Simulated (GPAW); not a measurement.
## A GW chain in GPAW: KF (Carobbiite)

Wanted: ground state, empty states, screening and self-energy for KF (Carobbiite).

Program: GPAW 26.7.0. Level of theory: PBE and many-body steps on it, plane waves. Results are calculated unless marked as measured.

### 1. The structure

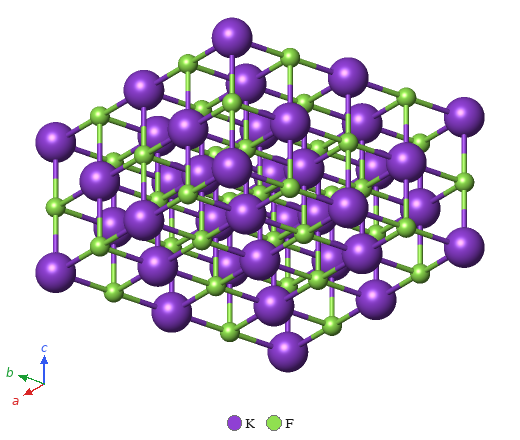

Start, viewed from a free direction; potassium purple, fluorine green. 2×2×1 cells are drawn. This picture shows the conventional cell, with its axes. Some periodic images of atoms are drawn too.

The cell and positions come from the Crystallography Open Database and are kept as given unless a step says otherwise.

### 2. Ground state

This step: GPAW 26.7.0; DFT, PBE, plane waves, PAW.

The ground-state density comes first.

Input file run.py:

```python
import json
import numpy as np
from gpaw.mpi import world
from ase import Atoms
from gpaw import GPAW, PW, FermiDirac

atoms = Atoms(['K', 'F'],
    cell=[[0.0000000000, 2.6718500000, 2.6718500000],
      [2.6718500000, 0.0000000000, 2.6718500000],
      [2.6718500000, 2.6718500000, 0.0000000000]],
    scaled_positions=[[0.0000000000, 0.0000000000, 0.0000000000],
      [0.5000000000, 0.5000000000, 0.5000000000]],
    pbc=(True, True, True))
calc = GPAW(mode=PW(600),
    xc='PBE',
    kpts={'size': (8, 8, 8), 'gamma': True},
    occupations=FermiDirac(0.001),
    nbands=-7,
    convergence={'density': 1e-6, 'bands': -3},
    maxiter=100,
    txt='gs.txt')
atoms.calc = calc
res = {'energy': atoms.get_potential_energy()}
kpts = calc.get_ibz_k_points()
res['kpts'] = kpts
res['eigenvalues'] = [calc.get_eigenvalues(kpt=k) for k in range(len(kpts))]
res['n_electrons'] = calc.get_number_of_electrons()
calc.write('gs.gpw')

if world.rank == 0:
    with open('result.json', 'w') as f:
        json.dump(res, f, default=lambda x: x.tolist())
```

Command:

```bash
> mpirun -n 4 gpaw python run.py
```

The log of the run:

```text
__  _  _
 | _ |_)|_||  |
 |__||  | ||/\| - 26.7.0

Input parameters:
  mode=PW(ecut=600.0),
  convergence={'density': 1e-06, 'bands': -3},
  kpts=MonkhorstPack(size=(8, 8, 8), gamma=True),
  maxiter=100,
  nbands=-7,
  occupations=Occupations(name='fermi-dirac', width=0.001, fixmagmom=False),
  xc=XC(name='PBE')
  [... matrices ...]
Diagonalizing LCAO Hamiltonian
Converting LCAO to pw mode

               F

       K

Atoms  # Å, Bohr magnetons
|   | symbol |        x |        y |        z |    initial magnetic moments |
| 0 |      K | 0.000000 | 0.000000 | 0.000000 | ( 0.0000,  0.0000,  0.0000) |
| 1 |      F | 2.671850 | 2.671850 | 2.671850 | ( 0.0000,  0.0000,  0.0000) |

Unit cell  # Å
| periodic |        x |        y |        z |  lengths |    angles |
|      yes | 0.000000 | 2.671850 | 2.671850 | 3.778567 | 60.000000 |
|      yes | 2.671850 | 0.000000 | 2.671850 | 3.778567 | 60.000000 |
|      yes | 2.671850 | 2.671850 | 0.000000 | 3.778567 | 60.000000 |

Number of symmetries: 48
Symmetry operations  # r_c * U_cc + t_c -> r_c
|    | kind |            matrix            |
|  0 |  σ   |  1, 0, 0,  1, 0,-1,  1,-1, 0 |
|  1 |  C2  |  1, 0, 0,  1,-1, 0,  1, 0,-1 |
|  2 |  E   |  1, 0, 0,  0, 1, 0,  0, 0, 1 |
|  3 |  σ   |  1, 0, 0,  0, 0, 1,  0, 1, 0 |
|  4 |  C4  |  1, 0,-1,  1, 0, 0,  1,-1, 0 |
|  5 |  S6  |  1, 0,-1,  1,-1, 0,  1, 0, 0 |
|  6 |  σ   |  1, 0,-1,  0, 1,-1,  0, 0,-1 |
|  7 |  C3  |  1, 0,-1,  0, 0,-1,  0, 1,-1 |
|  8 |  S6  |  1,-1, 0,  1, 0, 0,  1, 0,-1 |
|  9 |  C4  |  1,-1, 0,  1, 0,-1,  1, 0, 0 |
| 10 |  C3  |  1,-1, 0,  0,-1, 1,  0,-1, 0 |
| 11 |  σ   |  1,-1, 0,  0,-1, 0,  0,-1, 1 |
| 12 |  σ   |  0, 1, 0,  1, 0, 0,  0, 0, 1 |
| 13 |  C4  |  0, 1, 0,  0, 1,-1, -1, 1, 0 |
| 14 |  C3  |  0, 1, 0,  0, 0, 1,  1, 0, 0 |
| 15 |  S6  |  0, 1, 0, -1, 1, 0,  0, 1,-1 |
| 16 |  C2  |  0, 1,-1,  1, 0,-1,  0, 0,-1 |
| 17 |  σ   |  0, 1,-1,  0, 1, 0, -1, 1, 0 |
| 18 |  S4  |  0, 1,-1,  0, 0,-1,  1, 0,-1 |
| 19 |  C4  |  0, 1,-1, -1, 1, 0,  0, 1, 0 |
| 20 |  C3  |  0, 0, 1,  1, 0, 0,  0, 1, 0 |
| 21 |  σ   |  0, 0, 1,  0, 1, 0,  1, 0, 0 |
| 22 |  S6  |  0, 0, 1,  0,-1, 1, -1, 0, 1 |
| 23 |  C4  |  0, 0, 1, -1, 0, 1,  0,-1, 1 |
| 24 |  S4  |  0, 0,-1,  1, 0,-1,  0, 1,-1 |
| 25 |  C3  |  0, 0,-1,  0, 1,-1,  1, 0,-1 |
| 26 |  C2  |  0, 0,-1,  0,-1, 0, -1, 0, 0 |
| 27 |  S6  |  0, 0,-1, -1, 0, 0,  0,-1, 0 |
| 28 |  S4  |  0,-1, 1,  1,-1, 0,  0,-1, 0 |
| 29 |  C4  |  0,-1, 1,  0, 0, 1, -1, 0, 1 |
| 30 |  C2  |  0,-1, 1,  0,-1, 0,  1,-1, 0 |
| 31 |  σ   |  0,-1, 1, -1, 0, 1,  0, 0, 1 |
| 32 |  C3  |  0,-1, 0,  1,-1, 0,  0,-1, 1 |
| 33 |  S6  |  0,-1, 0,  0, 0,-1, -1, 0, 0 |
| 34 |  S4  |  0,-1, 0,  0,-1, 1,  1,-1, 0 |
| 35 |  C2  |  0,-1, 0, -1, 0, 0,  0, 0,-1 |
| 36 |  C2  | -1, 1, 0,  0, 1, 0,  0, 1,-1 |
| 37 |  S6  | -1, 1, 0,  0, 1,-1,  0, 1, 0 |
| 38 |  S4  | -1, 1, 0, -1, 0, 1, -1, 0, 0 |
| 39 |  C3  | -1, 1, 0, -1, 0, 0, -1, 0, 1 |
| 40 |  S6  | -1, 0, 1,  0, 0, 1,  0,-1, 1 |
| 41 |  C2  | -1, 0, 1,  0,-1, 1,  0, 0, 1 |
| 42 |  C3  | -1, 0, 1, -1, 1, 0, -1, 0, 0 |
| 43 |  S4  | -1, 0, 1, -1, 0, 0, -1, 1, 0 |
| 44 |  C2  | -1, 0, 0,  0, 0,-1,  0,-1, 0 |
| 45 |  i   | -1, 0, 0,  0,-1, 0,  0, 0,-1 |
| 46 |  σ   | -1, 0, 0, -1, 1, 0, -1, 0, 1 |
| 47 |  C2  | -1, 0, 0, -1, 0, 1, -1, 1, 0 |

BZ-sampling:
  Number of BZ points: 512
  Number of IBZ points: 29

  Monkhorst-Pack size: [8, 8, 8]
  Monkhorst-Pack shift: [0.0625, 0.0625, 0.0625]

K-points  # in reciprocal-cell coordinates
|     |                                coordinates |     weight |
|   0 | (  0.00000000,   0.00000000,   0.00000000) | 0.00195312 |
|   1 | (  0.12500000,   0.12500000,   0.00000000) | 0.01171875 |
|   2 | (  0.12500000,   0.12500000,   0.12500000) | 0.01562500 |
|   3 | (  0.25000000,   0.12500000,   0.12500000) | 0.02343750 |
|   4 | (  0.25000000,   0.25000000,   0.00000000) | 0.01171875 |
|   5 | (  0.25000000,   0.25000000,   0.12500000) | 0.04687500 |
|   6 | (  0.25000000,   0.25000000,   0.25000000) | 0.01562500 |
|   7 | (  0.37500000,   0.25000000,  -0.37500000) | 0.04687500 |
|   8 | (  0.37500000,   0.25000000,   0.12500000) | 0.04687500 |
|   9 | (  0.37500000,   0.25000000,   0.25000000) | 0.04687500 |
| ... |                                            |            |
|  28 | (  0.50000000,   0.50000000,   0.50000000) | 0.00781250 |

Plane wave coefficients: 1287
Cutoff: 600.0 eV

Spin-components: 1 (collinear spins)
Bands:           15
Projectors:      10
Spin-degeneracy: 2
Datatype:        complex128

  Storage: CPU
  Wave functions: 8_651_280 bytes (2_162_820 per core)
  Projectors: 12_111_792 bytes (3_027_948 per core)
  [... matrices ...]
Parallelization:
  kpt:    4
  domain: 1
  band:   1

Density:
  Valence electrons: 16.0
  Components: 1
  Grid points: [24 24 24]
  Charge: 0.0  # |e|

Potential:
  Grid points: [24 24 24]

species:
  K:
    name:    Potassium
    Z:       19.0
    valence: 9
    core:    10
    charge:  0.0  # [|e|]
    compensation charges:
      type: gauss
      rc: 0.35  # [Å]
      lmax: 2
    cutoffs:
      filter: 1.91  # [Å]
      core: 1.27  # [Å]
    projectors
    | kind |    occ | energy [eV] | rcut [Å] |
    |   3s |  2.000 |     -35.338 |    1.122 |
    |   4s |  1.000 |      -2.319 |    1.122 |
    |   3p |  6.000 |     -18.813 |    1.106 |
    |    p |        |       8.398 |    1.106 |
    |    d |        |       0.000 |    0.937 |

    Using partial waves for K as LCAO basis

  F:
    name:    Fluorine
    Z:       9.0
    valence: 7
    core:    2
    charge:  0.0  # [|e|]
    compensation charges:
      type: gauss
      rc: 0.20  # [Å]
      lmax: 2
    cutoffs:
      filter: 1.14  # [Å]
      core: 0.74  # [Å]
    projectors
    | kind |    occ | energy [eV] | rcut [Å] |
    |   2s |  2.000 |     -29.898 |    0.635 |
    |   2p |  5.000 |     -11.110 |    0.635 |
    |    s |        |      -2.687 |    0.635 |
    |    p |        |      16.102 |    0.635 |
    |    d |        |       0.000 |    0.635 |

    Using partial waves for F as LCAO basis

Reference energy: -19096.334004  # eV

eigensolver:
  PPCG
  Converge bands: -3
  niter=2

density mixing:
  MSR1-Mixer
  Pratt-step length: 0.05
  Maximum mixing coefficient: 0.75
  Old densities: 10
  SVD Regularization: 0.005
  Good broyden scale: 1.0
  Trust region scale: 1.0
  Backstep threshold: 4.0
  History deletion threshold: 6.0
  Fourier metric: weight=20.0, sigma=0.015

occupation numbers:
  Fermi-Dirac:
    width: 0.0010  # eV

poisson solver:
  ecut: 4800.0  # eV

xc functional:
  name: PBE with 2 nearest neighbor stencil

Initialization done in: 0.945 s

convergence criteria:
- Maximum integral of absolute [dens]ity change: 1e-06 electrons / valence electron
- Maximum [total energy] change in last 3 cyles: 0.0005 eV / valence electron
- Maximum integral of absolute [eigenst]ate change: 4e-08 eV^2 / valence electron
maximum number of iterations: 100

SCF iterations
|iter     |     time |      energy | eigst |  dens |
|iter:   1|  |   -9.093235 | +2.41 |       |
|iter:   2|  |   -8.913417 | +1.01 | -1.17 |
|iter:   3|  |   -8.391372 | +0.06 | -1.21 |
|iter:   4|  |   -8.388634 | -1.09 | -1.53 |
|iter:   5|  |   -8.394802c| -1.59 | -1.80 |
|iter:   6|  |   -8.395294c| -3.17 | -2.50 |
|iter:   7|  |   -8.395348c| -4.05 | -3.16 |
|iter:   8|  |   -8.395356c| -4.78 | -3.63 |
|iter:   9|  |   -8.395356c| -5.87 | -4.86 |
|iter:  10|  |   -8.395356c| -6.52 | -5.18 |
|iter:  11|  |   -8.395356c| -7.06 | -6.42c|
|iter:  12|  |   -8.395356c| -7.65c| -7.03c|

Converged in 12 steps
SCF loop duration: 3.504 s (0.292 s/step)
Energy contributions relative to reference atoms: (reference = -19096.334004)
  [... matrices ...]
Energy contributions:
  Kinetic:           7.045445
  Coulomb:          -5.612990
  Zero:             -0.449763
  External:          0.000000
  Xc:               -9.378047
  Entropy:          -0.000000
  Spinorbit:         0.000000
  ----------------------------
  Free energy:      -8.395356
  Extrapolated:     -8.395356

dipole moment: (-19.464443, -19.464443, -19.464443)  # |e|*Ang

Fermi level: 1.443
Eigenvalues  # (at kpt = [0.000, 0.000, 0.000])
| band index |      eig [eV] | occ [0-2] |
|          0 |       -26.447 |     2.000 |
|          1 |       -19.021 |     2.000 |
|          2 |        -9.732 |     2.000 |
|          3 |        -9.732 |     2.000 |
|          4 |        -9.732 |     2.000 |
|          5 |        -0.351 |     2.000 |
|          6 |        -0.351 |     2.000 |
|          7 |        -0.351 |     2.000 |
|          8 |         5.830 |     0.000 |
|          9 |        10.304 |     0.000 |
|         10 |        10.304 |     0.000 |
|         11 |        10.304 |     0.000 |
|         12 |        11.909 |     0.000 |
|         13 |        11.909 |     0.000 |
|         14 |        16.538 |     0.000 |

Gap: 6.182 eV
Transition (v -> c):
  (s=0, k=0, n=7, [0.00, 0.00, 0.00]) -> (s=0, k=0, n=8, [0.00, 0.00, 0.00])
No difference between direct/indirect transitions
# Writing to gs.gpw (mode='')
  [... matrices ...]
```

Elapsed: 6 s, on 4 MPI ranks of Arm Neoverse V2, shared host; peak memory 0.64 GiB; 24 s of CPU time.

This step gave:

- total energy: -8.395 eV
- gap: 6.182 eV
- k of the valence top: 0, 0, 0
- k of the conduction bottom: 0, 0, 0
- least direct gap: 6.182 eV

The gap is direct, at Γ.

### 3. Bands along the symmetry lines

The cheap functional maps the bands first; the places of the edges decide which points the dearer methods must see.

Input file run.py:

```python
import json
import numpy as np
from gpaw.mpi import world
from gpaw import GPAW

path = [[0.000000, 0.000000, 0.000000],
    [0.062500, 0.000000, 0.062500],
    [0.125000, 0.000000, 0.125000],
    [0.187500, 0.000000, 0.187500],
    [0.250000, 0.000000, 0.250000],
    [0.312500, 0.000000, 0.312500],
    [0.375000, 0.000000, 0.375000],
    [0.437500, 0.000000, 0.437500],
    [0.500000, 0.000000, 0.500000],
    [0.515625, 0.031250, 0.515625],
    [0.531250, 0.062500, 0.531250],
    [0.546875, 0.093750, 0.546875],
    [0.562500, 0.125000, 0.562500],
    [0.578125, 0.156250, 0.578125],
    [0.593750, 0.187500, 0.593750],
    [0.609375, 0.218750, 0.609375],
    [0.625000, 0.250000, 0.625000],
    [0.375000, 0.375000, 0.750000],
    [0.328125, 0.328125, 0.656250],
    [0.281250, 0.281250, 0.562500],
    [0.234375, 0.234375, 0.468750],
    [0.187500, 0.187500, 0.375000],
    [0.140625, 0.140625, 0.281250],
    [0.093750, 0.093750, 0.187500],
    [0.046875, 0.046875, 0.093750],
    [0.000000, 0.000000, 0.000000],
    [0.062500, 0.062500, 0.062500],
    [0.125000, 0.125000, 0.125000],
    [0.187500, 0.187500, 0.187500],
    [0.250000, 0.250000, 0.250000],
    [0.312500, 0.312500, 0.312500],
    [0.375000, 0.375000, 0.375000],
    [0.437500, 0.437500, 0.437500],
    [0.500000, 0.500000, 0.500000],
    [0.500000, 0.468750, 0.531250],
    [0.500000, 0.437500, 0.562500],
    [0.500000, 0.406250, 0.593750],
    [0.500000, 0.375000, 0.625000],
    [0.500000, 0.343750, 0.656250],
    [0.500000, 0.312500, 0.687500],
    [0.500000, 0.281250, 0.718750],
    [0.500000, 0.250000, 0.750000],
    [0.500000, 0.218750, 0.718750],
    [0.500000, 0.187500, 0.687500],
    [0.500000, 0.156250, 0.656250],
    [0.500000, 0.125000, 0.625000],
    [0.500000, 0.093750, 0.593750],
    [0.500000, 0.062500, 0.562500],
    [0.500000, 0.031250, 0.531250],
    [0.500000, 0.000000, 0.500000]]
calc = GPAW('gs.gpw').fixed_density(kpts=path,
    symmetry='off',
    nbands=18,
    convergence={'bands': 14},
    txt='bands.txt')
res = {}
kpts = calc.get_ibz_k_points()
res['kpts'] = kpts
res['eigenvalues'] = [calc.get_eigenvalues(kpt=k) for k in range(len(kpts))]
res['n_electrons'] = calc.get_number_of_electrons()

if world.rank == 0:
    with open('result.json', 'w') as f:
        json.dump(res, f, default=lambda x: x.tolist())
```

Command:

```bash
> mpirun -n 4 gpaw python run.py
```

The log of the run:

```text
Diagonalizing LCAO Hamiltonian
Converting LCAO to pw mode
convergence criteria:
- Maximum integral of absolute [eigenst]ate change: 4e-08 eV^2 / valence electron
maximum number of iterations: 100

SCF iterations
|iter     |     time |      energy | eigst |  dens |
|iter:   1|  |             | +2.67 |       |
|iter:   2|  |             | +1.68 |       |
|iter:   3|  |             | +0.32 |       |
|iter:   4|  |             | -1.38 |       |
|iter:   5|  |             | -3.09 |       |
|iter:   6|  |             | -4.77 |       |
|iter:   7|  |             | -6.40 |       |
|iter:   8|  |             | -7.65c|       |
SCF steps: 8
  __  _  _
 | _ |_)|_||  |
 |__||  | ||/\| - 26.7.0

Input parameters:
  mode=PW(ecut=600.0),
  convergence={'bands': 14},
  gpts=array([24, 24, 24]),
  kpts=KPoints(kpts=array([[0.      , 0.      , 0.      ],
         [0.0625  , 0.      , 0.0625  ],
         [0.125   , 0.      , 0.125   ],
         [0.1875  , 0.      , 0.1875  ],
[...]
[0.515625, 0.03125 , 0.515625],
[...]
[0.546875, 0.09375 , 0.546875],
[...]
[0.578125, 0.15625 , 0.578125],
[...]
[0.609375, 0.21875 , 0.609375],
[...]
[0.328125, 0.328125, 0.65625 ],
[...]
[0.234375, 0.234375, 0.46875 ],
[...]
[0.140625, 0.140625, 0.28125 ],
[...]
[0.046875, 0.046875, 0.09375 ],
[...]
[0.5     , 0.0625  , 0.5625  ],
         [0.5     , 0.03125 , 0.53125 ],
         [0.5     , 0.      , 0.5     ]])),
  maxiter=100,
  nbands=18,
  occupations=Occupations(name='fermi-dirac', width=0.001, fixmagmom=False),
  parallel={},
  symmetry=Symmetry(point_group=False, time_reversal=False),
  xc=XC(name='PBE')
  [... matrices ...]
timing:  # [seconds]
  Total: 0.024  # ━━━━━━━━━━━━━━━━━━━━━━━━━━━━━━━━━━━━━━━━━━━━━━━━━━━━━━━━━━━
```

It took 6.2 s on 4 MPI ranks; peak memory 0.67 GiB.

This step gave:

| Quantity | Value |
| --- | --- |
| gap | 6.182 eV |
| k of the valence top | 0, 0, 0 |
| k of the conduction bottom | 0, 0, 0 |
| least direct gap | 6.182 eV |

The gap is 6.182 eV, as in the run before at this level.

The electronic bands at the labelled points (eV, zero at the top of the highest filled band; v1 is the highest filled band, c1 the lowest empty one):

```tsv
point	v4	v3	v2	v1	c1	c2	c3	c4
Γ	-9.38	0.00	0.00	0.00	6.18	10.66	10.66	10.66
X	-9.59	-0.21	-0.06	-0.06	8.22	10.30	11.80	13.44
U	-9.53	-0.34	-0.20	-0.19	8.96	10.71	11.04	13.45
jump to K	-9.53	-0.34	-0.20	-0.19	8.96	10.71	11.04	13.45
Γ	-9.38	0.00	0.00	0.00	6.18	10.66	10.66	10.66
L	-9.42	-0.79	-0.34	-0.34	9.08	10.59	12.00	12.00
W	-9.47	-0.40	-0.17	-0.17	9.73	9.73	11.16	13.31
X	-9.59	-0.21	-0.06	-0.06	8.22	10.30	11.80	13.44
```

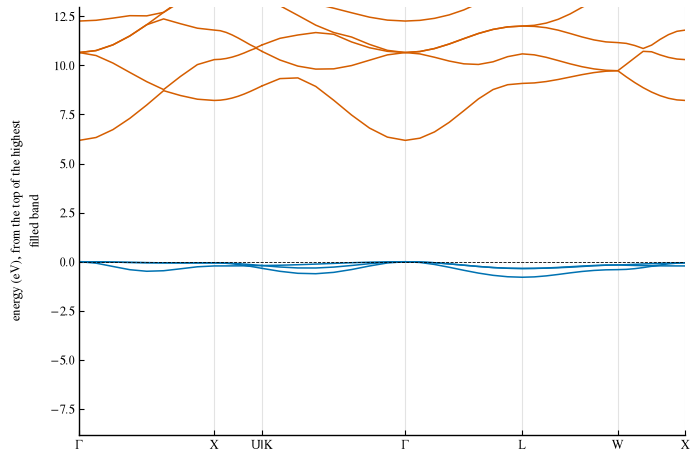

Electronic bands along the path; lines of filled and empty bands in two colours.

### 4. Empty states on the mesh, 6×6×6 mesh, 96 bands

The sums over transitions need many empty states on a uniform mesh; this step solves for them.

Input file run.py:

```python
import json
import numpy as np
from gpaw.mpi import world
from gpaw import GPAW

calc = GPAW('gs.gpw').fixed_density(kpts={'size': (6, 6, 6), 'gamma': True},
    parallel={'domain': 1, 'band': 1},
    txt='nscf.txt')
calc.diagonalize_full_hamiltonian(nbands=96)
calc.write('full.gpw', mode='all')
res = {}
kpts = calc.get_ibz_k_points()
res['kpts'] = kpts
res['eigenvalues'] = [calc.get_eigenvalues(kpt=k) for k in range(len(kpts))]
res['n_electrons'] = calc.get_number_of_electrons()

if world.rank == 0:
    with open('result.json', 'w') as f:
        json.dump(res, f, default=lambda x: x.tolist())
```

Command:

```bash
> mpirun -n 4 gpaw python run.py
```

The log of the run:

```text
Diagonalizing LCAO Hamiltonian
Converting LCAO to pw mode
convergence criteria:
- Maximum integral of absolute [eigenst]ate change: 4e-08 eV^2 / valence electron
maximum number of iterations: 100

SCF iterations
|iter     |     time |      energy | eigst |  dens |
|iter:   1|  |             | +2.36 |       |
|iter:   2|  |             | +1.43 |       |
|iter:   3|  |             | +0.25 |       |
[...]
|iter:  11|  |             | -6.57 |       |
|iter:  12|  |             | -7.29 |       |
|iter:  13|  |             | -7.83c|       |
SCF steps: 13
  __  _  _
 | _ |_)|_||  |
 |__||  | ||/\| - 26.7.0

Input parameters:
  mode=PW(ecut=600.0),
  convergence={'density': 1e-06, 'bands': -3},
  gpts=array([24, 24, 24]),
  kpts=MonkhorstPack(size=(6, 6, 6), gamma=True),
  maxiter=100,
  nbands=15,
  occupations=Occupations(name='fermi-dirac', width=0.001, fixmagmom=False),
  parallel={'domain': 1, 'band': 1},
  xc=XC(name='PBE')
Matrix size: 1303x1303
# Writing to full.gpw (mode='all')
  [... matrices ...]

timing:  # [seconds]
  Total: 8.482  # ━━━━━━━━━━━━━━━━━━━━━━━━━━━━━━━━━━━━━━━━━━━━━━━━━━━━━━━━━━━
```

It took 13 s on 4 MPI ranks; peak memory 1.2 GiB; 50 s of CPU time.

Numbers from this step:

```yaml
gap: 6.182 eV
k_of_the_valence_top: 0, 0, 0
k_of_the_conduction_bottom: 0, 0, 0
least_direct_gap: 6.182 eV
k_points_computed: 16
lowest_point_of_the_top_converged_band_above_the_valence_top: 95.7536 eV
```

On this mesh the gap is 6.182 eV.

(Continued in part 2 of 2.)

[Paths, hosts, dates, memory and timing lines, banners, echoed tables and standing remarks are left out of the program output.]

[Logs are printed without paths, hosts, clocks, repeated set-up lines and the standing remarks that a program may print on its own settings, such as how far it seeks lower states.]

[Runs of the session that timed out or met a known fault of the program may be left out.]

[Hosts, paths, dates, database ids (printed as entryN), source tags and the programs' standing remarks are cut or masked in the printed files.]
